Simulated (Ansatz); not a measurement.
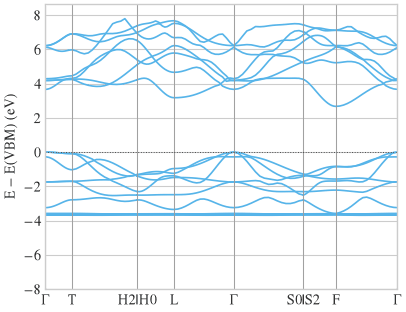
Figure. Band structure from DFT-r²SCAN in the program Ansatz with PAW potentials

### Question
Read off the gap and where the band edges lie.

### Answer
About 2.7 eV (2.67 eV by a search for the band edges); maximum at Γ, minimum at F.

### Question
Pick the material that matches.
A) RbLuS2, R-3m (Lu on 3b, S on 6c, Rb on 3a)
B) Si, R-3m (Pearson symbol hR14)
C) TePb2S, R-3m (Te on 3b, Pb on 6c, S on 3a)
D) RbIO3, R3m (Rb on 3a, I on 3a, O on 9b)

### Answer
A, RbLuS2, R-3m (Lu on 3b, S on 6c, Rb on 3a)

The workflow started from an entry of the Crystallography Open Database (COD, 293 K). Its standing as an ambient phase is unchecked. The cell was relaxed with r²SCAN under the symmetry of its start; its stability against distortions is not shown here. Scalar-relativistic: spin–orbit coupling is off unless named, which matters more the heavier the elements.

Potentials: the later of the program's two PAW sets.
